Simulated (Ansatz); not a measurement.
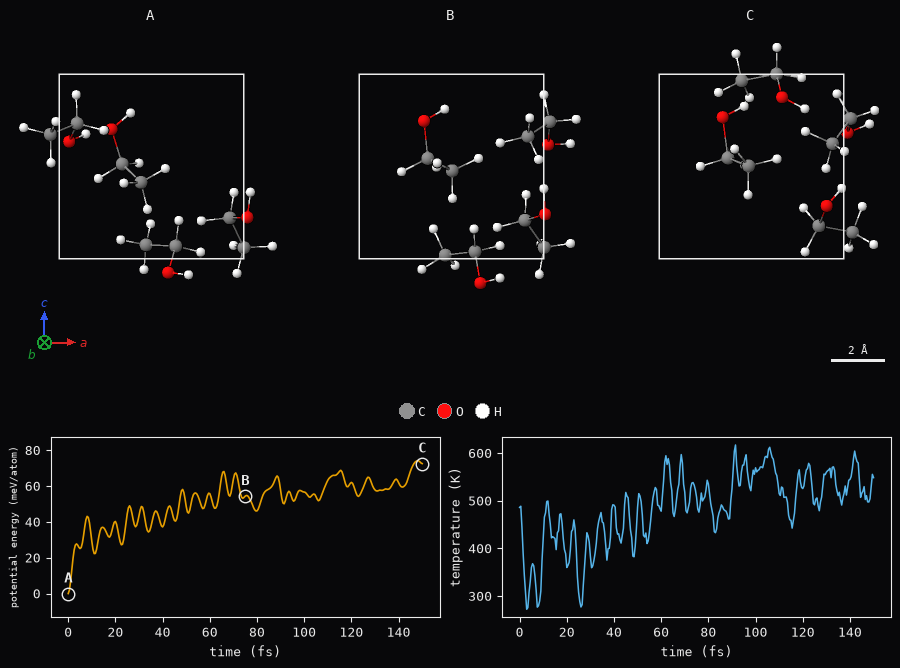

Molecular dynamics of a periodic cell with 4 CH3CH2OH at 0.876 g/cm³, 150 fs long. Frames (A at 0 fs, B at 75 fs, C at 150 fs) and the history of the run. The picture is a ball-and-stick view of the simulation cell, seen along the b axis. Atoms that leave the cell re-enter on the other side.

All numbers below come from DFT PBE-D3(BJ), scalar-relativistic, plane waves, PAW (Ansatz 0.2.0). Settings: plane-wave cutoff 420 eV; k-point mesh 1 × 1 × 1; Fermi-Dirac smearing 0.05 eV; low-accuracy preset; Langevin thermostat (NVT); set temperature 500 K; time step 0.5 fs; friction 0.02 per fs.

Q: What do the frames and curves show?

A: Over the second half the temperature averages 531 K (spread ±41 K). The potential energy is still drifting at the end, so the run hasn't reached equilibrium. The potential energy in the second half lies on average 59.3 meV per atom above the first frame. Root-mean-square distances from the starting positions over the second half, with the common drift of all atoms taken out: H 0.93 Å, C 0.70 Å, O 0.65 Å. The heavy atoms stay within a fraction of a molecule's size of their starting places; so short a run doesn't tell a liquid from a solid.

Limits of the set-up: the program's low-accuracy preset was used; the periodic images lie only 7.0 Å apart, so the values are limited by the cell's size.
